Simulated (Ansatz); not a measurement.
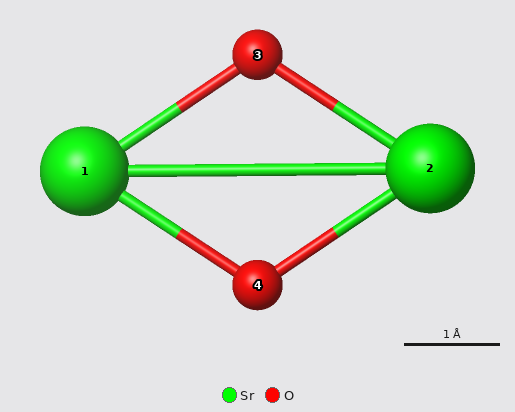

**Figure 1.** The structure as given in the input (ball-and-stick view, seen at a tilt; atoms are numbered from 1 in the order of the input). Sticks mark near contacts.

Frequency calculation, with input and output: Sr2O2 (charge +1)

- system: Sr2O2, charge +1, multiplicity 2
- method: UKS r2SCAN-D4/def2-TZVP (Ansatz 0.2.0)

The geometry comes from this level: r2SCAN-D4/def2-TZVP. Figures and captions count atoms from 1; the log counts them from 0 in places.

**The input**
```yaml
crystal:
  periodic: [false, false, false]
  atoms:
    - {symbol: Sr, position_ang: [-1.821689, 0.188677, -0.046724]}
    - {symbol: Sr, position_ang: [1.821687, -0.188623, 0.047010]}
    - {symbol: O, position_ang: [0.123940, 1.207626, 0.043339]}
    - {symbol: O, position_ang: [-0.123938, -1.207680, -0.043624]}
basis:
  gaussian: {orbitals: def2-TZVP}
total_charge: 1
magnetization: {spin_polarized: true, initial_magnetization: 1}
hamiltonian: {xc: r2scan, dispersion: d4}
scf: {omitted_lower_state_checks: [starts]}
phonons: {temperatures: {t_min: 298.15, t_max: 900, t_step: 200}}
```

Command:
```bash
ansatz run in.yaml --threads 4 --pin off --events-out ev --progress --plain --max-ram 3916MiB
```

**The program's output**
```
Functional definition: r2SCAN
  name "r2SCAN"
  cite "Furness, Kaplan, Ning, Perdew & Sun, J. Phys. Chem. Lett. 11, 8208 (2020) doi:10.1021/acs.jpclett.0c02405"
  cite "Furness, Kaplan, Ning, Perdew & Sun, J. Phys. Chem. Lett. 11, 9248 (2020) doi:10.1021/acs.jpclett.0c03077"
  parent r2scan
  parameter k0 = 0.174
  parameter k1 = 0.065
  parameter a1 = 4.9479
  exchange = r2scan_x(k0 = k0, k1 = k1, a1 = a1)
  correlation = r2scan_c
these checks for a lower state are left out or cut short: starts
928 factors; their error is unknown
mean field evaluation 1: about -5727.6851 eV, gradient 9.8e1 eV
mean field evaluation 2: about -5255.9268 eV, gradient 1.9e2 eV
mean field evaluation 4: about -5760.5745 eV, gradient 2.8e1 eV
mean field evaluation 8: about -5763.6178 eV, gradient 1.9e-1 eV
mean field evaluation 16: about -5763.6099 eV, gradient 1.7e-3 eV
mean field -5763.60987895 eV, -211.8087563362 hartree, gradient 3.8e-5 eV, S^2 0.765562; 0 other end points of the search recorded, 0 dependent functions left out
the calculation of the forces begins
reference -5763.60991694 eV, -211.8087577325 hartree; 18, 17 occupied and 110, 111 virtual orbitals, 928 factors
these checks for a lower state are left out or cut short: stability, starts, cluster_reference, orbital_swaps, neighbouring_geometries, increment
928 factors; their error is unknown
mean field -5763.60981449 eV, -211.8087539675 hartree, gradient 2.0e-6 eV, S^2 0.765543; 0 other end points of the search recorded, 0 dependent functions left out
[... from here on the field's lines of each further geometry are left out, up to the last ...]
the calculation of the forces begins
reference -5763.60991610 eV, -211.8087577017 hartree; 18, 17 occupied and 110, 111 virtual orbitals, 928 factors
these checks for a lower state are left out or cut short: stability, starts, cluster_reference, orbital_swaps, neighbouring_geometries, increment
928 factors; their error is unknown
mean field -5763.60987677 eV, -211.8087562561 hartree, gradient 2.1e-6 eV, S^2 0.765563; 0 other end points of the search recorded, 0 dependent functions left out
the calculation of the forces begins
reference -5763.60991476 eV, -211.8087576523 hartree; 18, 17 occupied and 110, 111 virtual orbitals, 928 factors
Total energy: -5763.62522816 eV, -211.8093204093 hartree
Atom 0 at    -1.821689     0.188677    -0.046724 Å, force    -0.001850    -0.000052    -0.000320 eV/Å
Atom 1 at     1.821687    -0.188623     0.047010 Å, force     0.001828    -0.000376    -0.000224 eV/Å
Atom 2 at     0.123940     1.207626     0.043339 Å, force    -0.000013    -0.000436     0.000250 eV/Å
Atom 3 at    -0.123938    -1.207680    -0.043624 Å, force     0.000035     0.000864     0.000294 eV/Å
Dipole moment:    -0.000011     0.000030     0.000500 e Å
Vibrations: 136.91 200.89 265.51 430.34 451.96 573.26 cm⁻¹, zero-point energy 0.127634 eV
Checks for a lower state left out: starts
```

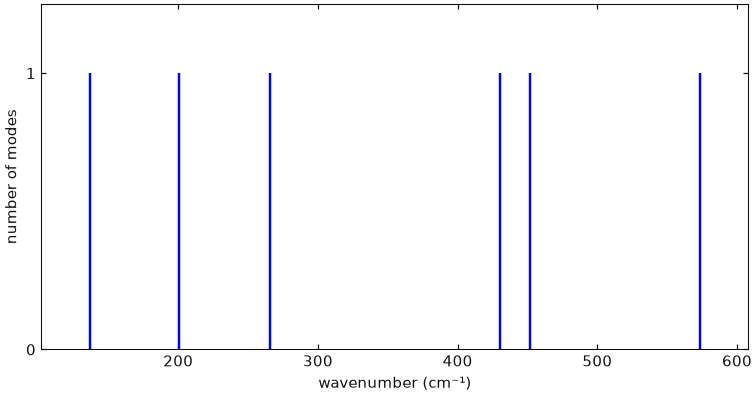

**Figure 2.** Harmonic vibrational wavenumbers from the force constants; neighbouring modes closer than 3 cm⁻¹ are counted in one stick. 6 modes from 137 to 573 cm⁻¹, none imaginary.

**Results in brief**

```csv
quantity,value
outcome,converged
total energy,−5763.6252 eV
mean-field energy,−5763.6099 eV
dispersion energy,−0.0153 eV
⟨S²⟩,0.766
largest force (length of the vector),0.002 eV/Å
hardware,"4 threads of Arm Neoverse V2, 95 GiB of memory available, shared host"
wall time,54 s (CPU time 3.4 min)
peak memory,0.3 GiB
```
